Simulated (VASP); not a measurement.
# ZrSi2W: structure and properties in VASP, part 3 of 6

Aim: relax ZrSi2W, then compute properties on the relaxed cell. The cell is invented: it takes the structure of a Materials Project entry for ZrWC2 (space group 166 there), with some of its atoms replaced by other elements, volume scaled by an estimate. It may not be a known or stable phase.

VASP 6.6.1, plane waves and PAW; the level of theory is named at each step.

So far. Step 3 (Relaxing cell and atoms (PBEsol + D3)): It ends with a largest force of 0.001 eV/Å and a pressure of -0.05 GPa. Step 4 (Density, ELF and potential (PBEsol + D3)): In this run the pressure is -0.04 GPa, small enough to go on.

### Step 5. Bands along the symmetry lines (PBEsol + D3)

Level of this step: PBEsol with D3; plane waves and PAW (W, Zr_sv, Si); invented cell (VASP).

Levels along the symmetry lines show where the bands peak and cross; KPOINTS_OPT computes them in the converged potential.

Input file INCAR:

```
SYSTEM = ZrSi2W
PREC = Accurate
ENCUT = 400
EDIFF = 1E-06
NELM = 100
ISMEAR = -1
SIGMA = 0.05
LREAL = .FALSE.
ALGO = Normal
GGA = PS
IVDW = 11
NBANDS = 27
LORBIT = 11
LWAVE = .FALSE.
LCHARG = .FALSE.
KPAR = 2
```

Input file POSCAR:

```
ZrSi2W
1.0
    1.8182591658      1.0497722301      5.8541889799
   -1.8182591658      1.0497722301      5.8541889799
    0.0000000000     -2.0995455714      5.8541889878
W Zr Si
1 1 2
Direct
    0.5000000000      0.5000000000      0.5000000000
    0.0000000000      0.0000000000      0.0000000000
    0.2421426577      0.2421426577      0.2421426578
    0.7578573423      0.7578573423      0.7578573422
```

Input file KPOINTS:

```
Automatic mesh
0
Gamma
7 7 7
0 0 0
```

Input file KPOINTS_OPT:

```
Line mode
16
Line-mode
Reciprocal
  0.00000000   0.00000000   0.00000000 GAMMA
  0.50000000   0.00000000   0.00000000 L

  0.50000000   0.00000000   0.00000000 L
  0.50000000   0.18810375  -0.18810375 B1

  0.81189625   0.50000000   0.18810375 B
  0.50000000   0.50000000   0.50000000 Z

  0.50000000   0.50000000   0.50000000 Z
  0.00000000   0.00000000   0.00000000 GAMMA

  0.00000000   0.00000000   0.00000000 GAMMA
  0.34405187   0.00000000  -0.34405187 X

  0.65594813   0.34405187   0.00000000 Q
  0.50000000   0.50000000   0.00000000 F

  0.50000000   0.50000000   0.00000000 F
  0.65594813   0.65594813   0.18810375 P1

  0.65594813   0.65594813   0.18810375 P1
  0.50000000   0.50000000   0.50000000 Z

  0.50000000   0.00000000   0.00000000 L
  0.81189625   0.34405187   0.34405187 P
```

Potentials, in the order of the species: W, Zr_sv and Si (PBE family, release 64).

Started as:

```
mpirun -np 2 vasp_std
```

Log:

```text
[... set-up lines as in an earlier step ...]
 entering main loop
       N       E                     dE             d eps       ncg     rms          rms(c)
DAV:   1     0.106010058058E+03    0.10601E+03   -0.10417E+04  2376   0.734E+02
DAV:   2    -0.311018098976E+02   -0.13711E+03   -0.13081E+03  2837   0.209E+02
DAV:   3    -0.373033302800E+02   -0.62015E+01   -0.60955E+01  3658   0.371E+01
DAV:   4    -0.374397222934E+02   -0.13639E+00   -0.13612E+00  3175   0.505E+00
DAV:   5    -0.374420418031E+02   -0.23195E-02   -0.23191E-02  3265   0.605E-01    0.281E+01
DAV:   6    -0.352822377498E+02    0.21598E+01   -0.57698E+00  3100   0.104E+01    0.920E+00
DAV:   7    -0.353402181169E+02   -0.57980E-01   -0.29727E+00  3292   0.637E+00    0.672E+00
DAV:   8    -0.350766727120E+02    0.26355E+00   -0.11557E+00  3161   0.357E+00    0.281E+00
DAV:   9    -0.350716598596E+02    0.50129E-02   -0.45849E-02  2688   0.113E+00    0.492E-01
DAV:  10    -0.350710861787E+02    0.57368E-03   -0.20620E-03  2963   0.204E-01    0.264E-01
DAV:  11    -0.350710891669E+02   -0.29882E-05   -0.14989E-04  2995   0.606E-02    0.283E-02
DAV:  12    -0.350710844039E+02    0.47629E-05   -0.17007E-05  2837   0.169E-02    0.101E-02
DAV:  13    -0.350710833230E+02    0.10809E-05   -0.76775E-07  1793   0.453E-03    0.341E-03
DAV:  14    -0.350710832173E+02    0.10571E-06   -0.13149E-07  1464   0.195E-03
   1 F= -.36206394E+02 E0= -.36199156E+02  d E =-.144768E-01
 Start KPOINTS_OPT (optional k-point list driver)
k-point batch [1-44\144]
       N       E                     dE             ncg
DAV:   1     0.184638547585E+04   -0.25221E+05     2376
DAV:   2    -0.417113104114E+04   -0.60175E+04     2866
DAV:   3    -0.442926688114E+04   -0.25814E+03     3663
DAV:   4    -0.443417907078E+04   -0.49122E+01     3151
DAV:   5    -0.443427101172E+04   -0.91941E-01     3267
DAV:   6    -0.443427314972E+04   -0.21380E-02     3226
DAV:   7    -0.443427320728E+04   -0.57558E-04     2869
DAV:   8    -0.443427321048E+04   -0.31999E-05     2218
DAV:   9    -0.443427321058E+04   -0.10867E-06     1823
[...]
k-point batch [133-144\144]
       N       E                     dE             ncg
DAV:   1     0.205064283496E+05   -0.90974E+04      656
DAV:   2     0.189317735525E+05   -0.15747E+04      782
DAV:   3     0.188661098712E+05   -0.65664E+02      997
DAV:   4     0.188646522057E+05   -0.14577E+01      837
DAV:   5     0.188646171069E+05   -0.35099E-01      852
DAV:   6     0.188646156866E+05   -0.14203E-02      877
DAV:   7     0.188646156509E+05   -0.35728E-04      838
DAV:   8     0.188646156507E+05   -0.19315E-06      602
```

Wall time 4.8 min (2 MPI ranks of AMD EPYC 7R43, shared host); peak memory 0.53 GiB.

Parts of OUTCAR (step 5):

```text
   k-points           NKPTS =     44   k-points in BZ     NKDIM =     44   number of bands    NBANDS=     27

   NELECT =      26.0000    total number of electrons

 E-fermi :   9.0088

 k-point     1 :       0.0000    0.0000    0.0000
  band No.  band energies     occupation
    ...
     10       7.5795      2.00000
     11       7.5795      2.00000
     12       7.9337      2.00000
     13       8.7923      1.97401
     14       8.7923      1.97401
     15      11.0302      0.00000
     16      11.0302      0.00000
     17      11.4566      0.00000
     18      11.4566      0.00000
     19      11.7338      0.00000
    ...

 Edisp (eV)   -1.13531

  Total      -0.02019    -0.02019    -0.02066     0.00000     0.00000     0.00000
  in kB      -0.48251    -0.48251    -0.49372     0.00000     0.00000     0.00000
  external pressure =       -0.49 kB  Pullay stress =        0.00 kB

 POSITION                                       TOTAL-FORCE (eV/Angst)
 -----------------------------------------------------------------------------------
      0.00000     -0.00000      8.78128         0.000000      0.000000     -0.000000
      0.00000      0.00000      0.00000        -0.000000      0.000000      0.000000
      0.00000     -0.00000      4.25265        -0.000000     -0.000000      0.001258
      0.00000     -0.00000     13.30992        -0.000000      0.000000     -0.001258
 -----------------------------------------------------------------------------------
    total drift:                               -0.000000     -0.000000     -0.000000

  FREE ENERGIE OF THE ION-ELECTRON SYSTEM (eV)
  ---------------------------------------------------
  free  energy   TOTEN  =       -36.2063939267 eV

  energy  without entropy=      -36.1919170809  energy(sigma->0) =      -36.19915550

[... 8 parts as in an earlier step ...]

[... 8 further parts left out ...]
```

Spin-orbit coupling is off here; with elements this heavy it splits and shifts levels by tenths of an eV or more.

Numbers from this step:

| Property | Result |
| --- | --- |
| SCF cycles | 14 |
| bands | 27 |
| pressure | -0.04862 GPa |

The electronic bands at the labelled points (eV, zero at the Fermi level; # counts the bands kept, so #1 is VASP's band 5):

| point | #6 | #7 | #8 | #9 | #10 | #11 | #12 | #13 |
| --- | --- | --- | --- | --- | --- | --- | --- | --- |
| Γ | -1.43 | -1.43 | -1.08 | -0.22 | -0.22 | 2.02 | 2.02 | 2.45 |
| L | -3.25 | -2.83 | -1.88 | -0.08 | 0.61 | 0.62 | 0.84 | 3.02 |
| B1 | -3.10 | -2.46 | -2.39 | -0.57 | 0.92 | 1.07 | 2.21 | 2.37 |
| jump to B | -3.10 | -2.46 | -2.39 | -0.57 | 0.92 | 1.07 | 2.21 | 2.37 |
| Z | -2.56 | -1.42 | -1.42 | -0.89 | -0.89 | 0.84 | 0.84 | 1.67 |
| Γ | -1.43 | -1.43 | -1.08 | -0.22 | -0.22 | 2.02 | 2.02 | 2.45 |
| X | -3.10 | -2.60 | -2.33 | -0.56 | 0.93 | 1.18 | 2.20 | 2.40 |
| jump to Q | -3.10 | -2.60 | -2.33 | -0.56 | 0.93 | 1.18 | 2.20 | 2.40 |
| F | -3.38 | -2.78 | -0.18 | 0.17 | 0.28 | 0.77 | 1.41 | 2.03 |
| P1 | -3.30 | -2.85 | -0.62 | -0.05 | 0.34 | 0.83 | 1.79 | 1.82 |
| Z | -2.56 | -1.42 | -1.42 | -0.89 | -0.89 | 0.84 | 0.84 | 1.67 |
| jump to L | -3.25 | -2.83 | -1.88 | -0.08 | 0.61 | 0.62 | 0.84 | 3.02 |
| P | -3.30 | -2.85 | -0.62 | -0.05 | 0.34 | 0.83 | 1.79 | 1.82 |

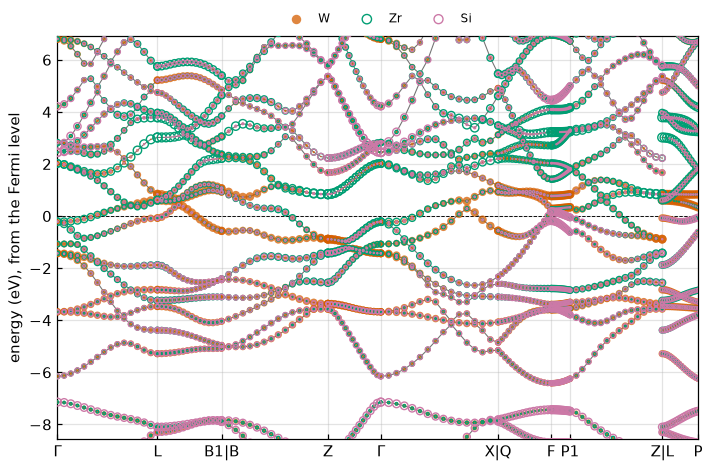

Electronic bands along the path; dots are coloured as in the legend, and their area grows with the weight.

There is no gap at this level.

### Step 6. Total and projected DOS (PBEsol + D3)

A density of states needs more k-points than a total energy; ISMEAR = -5 takes tetrahedra, and LORBIT projects the states on the PAW spheres. The mesh is finer than in the run before.

Changes to INCAR since step 5:

```diff
@@ -5,3 +5,3 @@
 NELM = 100
-ISMEAR = -1
+ISMEAR = -5
 SIGMA = 0.05
@@ -16 +16,2 @@
 KPAR = 2
+NEDOS = 2001
```

POSCAR is that of step 5.

Input file KPOINTS:

```
Automatic mesh
0
Gamma
11 11 11
0 0 0
```

Started as:

```
mpirun -np 2 vasp_std
```

Log:

```text
[... set-up lines as in an earlier step ...]
 entering main loop
       N       E                     dE             d eps       ncg     rms          rms(c)
DAV:   1     0.102584414456E+03    0.10258E+03   -0.10362E+04  7884   0.731E+02
DAV:   2    -0.314230471903E+02   -0.13401E+03   -0.12835E+03  9466   0.209E+02
DAV:   3    -0.373176807675E+02   -0.58946E+01   -0.57905E+01 12322   0.360E+01
DAV:   4    -0.374357984775E+02   -0.11812E+00   -0.11782E+00 10505   0.457E+00
DAV:   5    -0.374376772353E+02   -0.18788E-02   -0.18778E-02 10843   0.541E-01    0.281E+01
DAV:   6    -0.352579463645E+02    0.21797E+01   -0.57180E+00 10196   0.104E+01    0.917E+00
DAV:   7    -0.353305216846E+02   -0.72575E-01   -0.30263E+00 11002   0.640E+00    0.674E+00
DAV:   8    -0.350629346880E+02    0.26759E+00   -0.11204E+00 10495   0.356E+00    0.284E+00
DAV:   9    -0.350571526092E+02    0.57821E-02   -0.46020E-02  9063   0.112E+00    0.467E-01
DAV:  10    -0.350566322500E+02    0.52036E-03   -0.13870E-03  9827   0.180E-01    0.278E-01
DAV:  11    -0.350566276251E+02    0.46249E-05   -0.15186E-04 10933   0.533E-02    0.154E-02
DAV:  12    -0.350566009137E+02    0.26711E-04   -0.10435E-05  9610   0.157E-02    0.995E-03
DAV:  13    -0.350565986644E+02    0.22494E-05   -0.10305E-06  5519   0.533E-03    0.341E-03
DAV:  14    -0.350565989314E+02   -0.26708E-06   -0.18916E-07  4926   0.249E-03
   1 F= -.36191910E+02 E0= -.36191910E+02  d E =0.000000E+00
 -----------------------------------------------------------------------------
|                                                                             |
|           W    W    AA    RRRRR   N    N  II  N    N   GGGG   !!!           |
|           W    W   A  A   R    R  NN   N  II  NN   N  G    G  !!!           |
|           W    W  A    A  R    R  N N  N  II  N N  N  G       !!!           |
|           W WW W  AAAAAA  RRRRR   N  N N  II  N  N N  G  GGG   !            |
|           WW  WW  A    A  R   R   N   NN  II  N   NN  G    G                |
|           W    W  A    A  R    R  N    N  II  N    N   GGGG   !!!           |
|                                                                             |
|     Tetrahedron method does not include variations of the Fermi             |
|     occupations, so forces and stress will be inaccurate. We suggest        |
|     using a different smearing scheme ISMEAR = 1 or 2 for metals in         |
|     relaxations.                                                            |
|                                                                             |
 -----------------------------------------------------------------------------
```

Elapsed: 4.2 min, on 2 MPI ranks; peak memory 0.68 GiB; 8.4 min of CPU time.

From OUTCAR (step 6):

```text
   k-points           NKPTS =    146   k-points in BZ     NKDIM =    146   number of bands    NBANDS=     27

   NELECT =      26.0000    total number of electrons

 E-fermi :   9.0209

 k-point     1 :       0.0000    0.0000    0.0000
  band No.  band energies     occupation
    ...
     10       7.5797      2.00000
     11       7.5797      2.00000
     12       7.9315      2.00000
     13       8.7911      2.00000
     14       8.7911      2.00000
     15      11.0296      0.00000
     16      11.0296      0.00000
     17      11.4564      0.00000
     18      11.4564      0.00000
     19      11.7337      0.00000
    ...

 Edisp (eV)   -1.13531

  Total      -0.00167    -0.00167    -0.12931     0.00000     0.00000     0.00000
  in kB      -0.03999    -0.03999    -3.09004     0.00000     0.00000     0.00000
  external pressure =       -1.06 kB  Pullay stress =        0.00 kB

 POSITION                                       TOTAL-FORCE (eV/Angst)
 -----------------------------------------------------------------------------------
      0.00000     -0.00000      8.78128        -0.000000     -0.000000      0.000000
      0.00000      0.00000      0.00000         0.000000     -0.000000      0.000000
      0.00000     -0.00000      4.25265        -0.000000      0.000000     -0.016993
      0.00000     -0.00000     13.30992        -0.000000     -0.000000      0.016993
 -----------------------------------------------------------------------------------
    total drift:                               -0.000000     -0.000000     -0.000000

  FREE ENERGIE OF THE ION-ELECTRON SYSTEM (eV)
  ---------------------------------------------------
  free  energy   TOTEN  =       -36.1919096408 eV

  energy  without entropy=      -36.1919096408  energy(sigma->0) =      -36.19190964

[... 6 parts as in an earlier step ...]

[... 10 further parts left out ...]
```

With tetrahedra the forces and stress of a metal are not exact derivatives of the energy.

This step gave:

- irreducible k-points: 146
- free energy (TOTEN): -36.19 eV
- Fermi energy: 9.021 eV
- pressure: -0.1057 GPa
- DOS at the Fermi level: 1.953 states/eV/cell

The density of states has structure finer than the step of the table below, so its rows give means over 1 eV, whole bins alone (the curve runs from -12.0 to 5.28 eV). Peaks (eV: height): total -3.2: 10.9, 0.9: 5.95, 2.4: 5.25, 3.4: 4.91; W d -3.6: 1.47, -3.2: 2.75, -2.9: 1.56, 0.7: 2.84; Zr d -3.2: 1.28, 1.9: 1.66, 2.4: 1.66, 3.4: 2.29; Si p -4.1: 0.667, -3.2: 1.62, -2.9: 0.716, 3.7: 0.643; Si s -7.9: 1.72.

States under -12.0 eV and over 5.3 eV are left out. Density of states against energy, zero at the Fermi level; means over each step; values in states/eV/cell:

| energy (eV) | total | W d | Zr d | Si p | Si s |
| --- | --- | --- | --- | --- | --- |
| -11 | 0.215 | 0.00113 | 3.3e-4 | 0.00238 | 0.0614 |
| -10 | 0.502 | 0.00555 | 0.00341 | 0.00857 | 0.148 |
| -9 | 0.974 | 0.0643 | 0.0229 | 0.0148 | 0.322 |
| -8 | 2.28 | 0.258 | 0.0733 | 0.0141 | 0.875 |
| -7 | 0.0397 | 0.00198 | 6.4e-4 | 2.0e-4 | 0.0160 |
| -6 | 0.367 | 0.0574 | 0.0154 | 0.0516 | 0.0136 |
| -5 | 1.69 | 0.353 | 0.0760 | 0.248 | 0.0529 |
| -4 | 3.13 | 0.819 | 0.213 | 0.457 | 0.0476 |
| -3 | 4.21 | 1.37 | 0.533 | 0.633 | 0.0166 |
| -2 | 2.09 | 0.498 | 0.441 | 0.298 | 0.0106 |
| -1 | 1.45 | 0.502 | 0.254 | 0.146 | 0.00521 |
| 0 | 2.12 | 0.825 | 0.380 | 0.158 | 0.00965 |
| 1 | 3.33 | 1.45 | 0.708 | 0.162 | 0.0182 |
| 2 | 3.31 | 0.835 | 1.23 | 0.158 | 0.0546 |
| 3 | 3.10 | 0.518 | 1.17 | 0.280 | 0.0561 |
| 4 | 2.70 | 0.353 | 0.840 | 0.354 | 0.0450 |

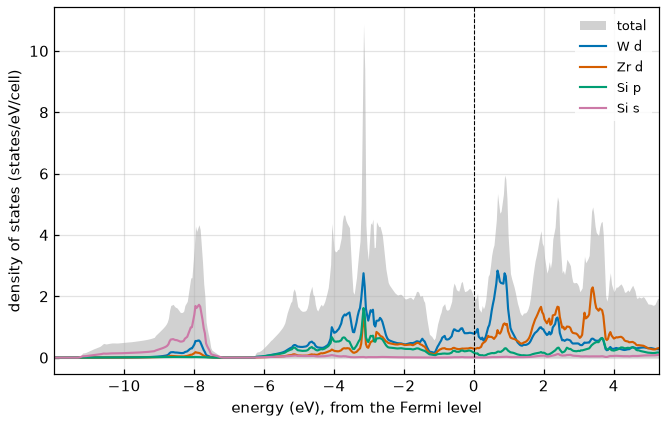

Density of states, plotted against energy.

The finer mesh and the other smearing move the Fermi level by +0.01 eV from the 7×7×7 run, a small shift, which tests the Fermi level alone. Of the states within 0.3 eV of the Fermi level, the largest shares in the PAW spheres are W d 39 %, Zr d 16 % and Si p 8 %. The rest lies in smaller channels or between the spheres.

(Continued in part 4 of 6.)

[Lines on the potential files, build, host, timing and source positions are cut from VASP's logs without a mark.]

[Logs are printed without paths, hosts, clocks, repeated set-up lines and the standing remarks that a program may print on its own settings, such as how far it seeks lower states.]

[Hosts, paths, dates, database ids (printed as entryN), source tags and the programs' standing remarks are cut or masked in the printed files.]

[A measured line is paired with the nearest computed mode of its activity, which favours agreement.]

[In band tables of VASP the shares of atoms and orbitals are scaled to a sum of 1 inside the atoms' spheres.]
